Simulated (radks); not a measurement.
**Atomic calculation, with input and output: Dy³⁺**

Dy³⁺ (Z = 66, 63 electrons) in the configuration [Xe] 4f9 (high spin). Computed at this level: non-relativistic Kohn-Sham, PBE, spin-polarised, spherical densities, point nucleus (the in-house radial solver radks).

## Summary

- outcome: converged
- total energy: −11643.1342 hartree
- kinetic energy: 11639.8031 hartree
- electron–nucleus energy: −27592.8241 hartree
- Hartree energy: 4561.3533 hartree
- exchange–correlation energy: −251.466582 hartree
- radius at density 0.001 e/bohr³: 3.22 bohr
- SCF iterations: 16
- hardware: 1 CPU thread, shared host

## Remarks

Relativity is left out, which matters for an atom this heavy.

## Input file
```
Z 66
configuration [Xe] 4f7 4f2
relativity non-relativistic
functional pbe,pbe
spin polarised
nucleus point
```

Energies in input and log are in hartree, lengths in bohr.

## The program's output
```
1s      1   1.0000       -1845.98147174
2s      1   1.0000        -296.75631719
2p      1   3.0000        -282.85174381
3s      1   1.0000         -66.63743671
3p      1   3.0000         -60.39218797
3d      1   5.0000         -48.75284037
4s      1   1.0000         -13.88490063
4p      1   3.0000         -11.40968526
4d      1   5.0000          -6.97753970
4f      1   7.0000          -1.50004759
5s      1   1.0000          -2.62560173
5p      1   3.0000          -1.94070261
1s      2   1.0000       -1845.98147597
2s      2   1.0000        -296.75339904
2p      2   3.0000        -282.85009726
3s      2   1.0000         -66.54174672
3p      2   3.0000         -60.30526602
3d      2   5.0000         -48.69058007
4s      2   1.0000         -13.71575080
4p      2   3.0000         -11.24126311
4d      2   5.0000          -6.81066664
4f      2   2.0000          -1.34809865
5s      2   1.0000          -2.55982348
5p      2   3.0000          -1.88929481
Etot -11643.134207469162
Ekin 11639.803148365392
Encl -27592.824119444886
Eh 4561.353345491807
Exc -251.46658188147578
err 9.181051917246665e-10
it 16
```

## Orbitals

| orbital | occupation | energy (eV) | ⟨r⟩ (bohr) | outer maximum (bohr) |
| --- | --- | --- | --- | --- |
| 1s down | 1 | −50231.7 | 0.02298 | 0.0152 |
| 1s up | 1 | −50231.7 | 0.02298 | 0.0152 |
| 2s up | 1 | −8075.2 | 0.09766 | 0.0834 |
| 2s down | 1 | −8075.1 | 0.09765 | 0.0834 |
| 2p up | 3 | −7696.8 | 0.08277 | 0.0649 |
| 2p down | 3 | −7696.7 | 0.08277 | 0.0649 |
| 3s up | 1 | −1813.3 | 0.2512 | 0.232 |
| 3s down | 1 | −1810.7 | 0.2511 | 0.231 |
| 3p up | 3 | −1643.4 | 0.2410 | 0.219 |
| 3p down | 3 | −1641.0 | 0.2408 | 0.219 |
| 3d up | 5 | −1326.6 | 0.2133 | 0.174 |
| 3d down | 5 | −1324.9 | 0.2131 | 0.174 |
| 4s up | 1 | −377.827 | 0.5653 | 0.527 |
| 4s down | 1 | −373.225 | 0.5656 | 0.527 |
| 4p up | 3 | −310.473 | 0.5775 | 0.531 |
| 4p down | 3 | −305.890 | 0.5779 | 0.531 |
| 4d up | 5 | −189.869 | 0.6082 | 0.535 |
| 4d down | 5 | −185.328 | 0.6094 | 0.535 |
| 5s up | 1 | −71.446 | 1.358 | 1.22 |
| 5s down | 1 | −69.656 | 1.374 | 1.24 |
| 5p up | 3 | −52.809 | 1.508 | 1.33 |
| 5p down | 3 | −51.410 | 1.530 | 1.35 |
| 4f up | 7 | −40.818 | 0.7653 | 0.524 |
| 4f down | 2 | −36.684 | 0.7872 | 0.526 |

## Slater integrals of the outer shells (hartree)

```tsv
integral	value
F0(4f,4f)	1.2119
F2(4f,4f)	0.5762
F4(4f,4f)	0.3615
F6(4f,4f)	0.2601
F0(4f,5p)	0.7245
F2(4f,5p)	0.2372
G2(4f,5p)	0.1126
G4(4f,5p)	0.0890
F0(4f,5s)	0.7872
G3(4f,5s)	0.1234
F0(5p,5p)	0.5970
F2(5p,5p)	0.3231
F0(5p,5s)	0.6266
G1(5p,5s)	0.4312
F0(5s,5s)	0.6623
```

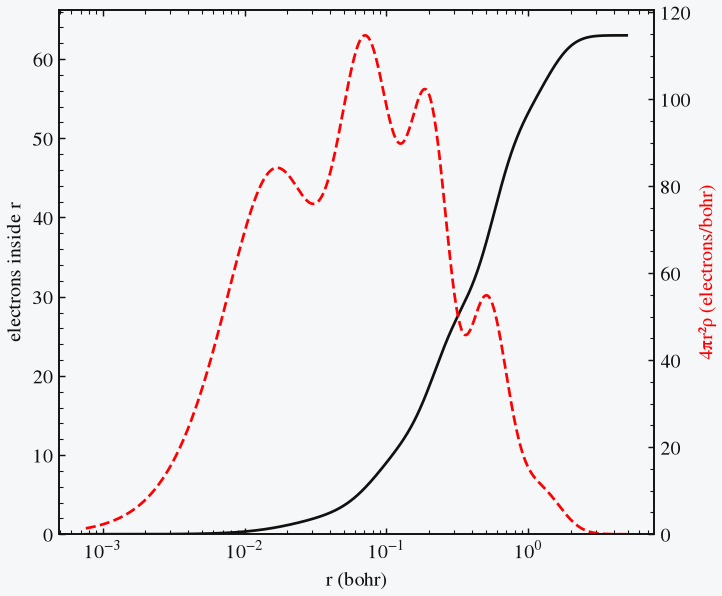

*The number of electrons inside radius r (solid) and the radial density 4πr²ρ (dashed).*

The count levels off at 63 electrons. Half of them lie within 0.403 bohr, 90 % within 1.27 bohr and 99 % within 2.28 bohr. The radial density has minima at 0.0304, 0.125 and 0.363 bohr, where the count stands at 2.0, 11.4 and 29.7; these part the shells that the density resolves.

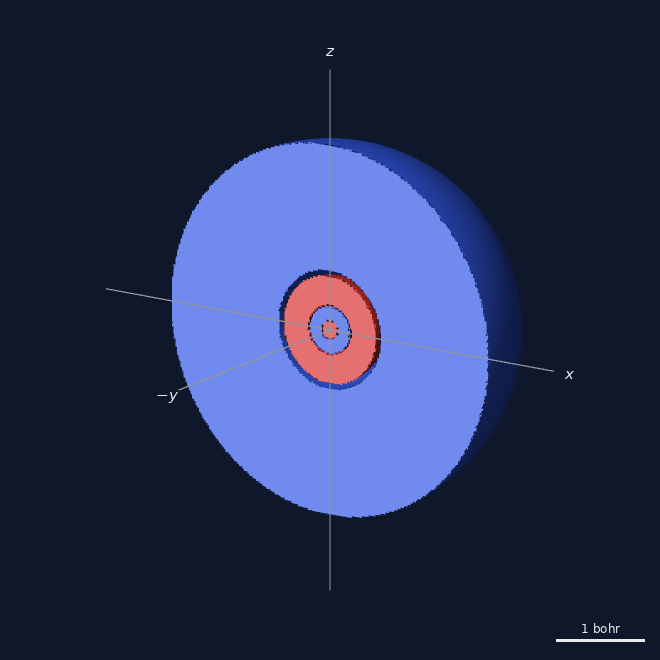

*One occupied orbital of down spin is shown. The surface of constant |ψ| that holds about 95 % of the electron is drawn, blue where ψ is positive and red where it is negative, with the half in front of the xz plane cut away and the cut face painted. The radial function comes from the spherical calculation and is multiplied by a real spherical harmonic; the overall sign is chosen so that the largest lobe of P(r) is positive.*

It is 5s of down spin. It has no angular node and 4 radial nodes, at r = 0.0293, 0.111, 0.284 and 0.670 bohr; only the outer 3 can be made out at this scale. The outermost maximum of P² lies at 1.24 bohr, ⟨r⟩ = 1.37 bohr, 90 % of the charge lies within 1.97 bohr, and the eigenvalue is −69.7 eV, with 1 electron in the shell for this spin.
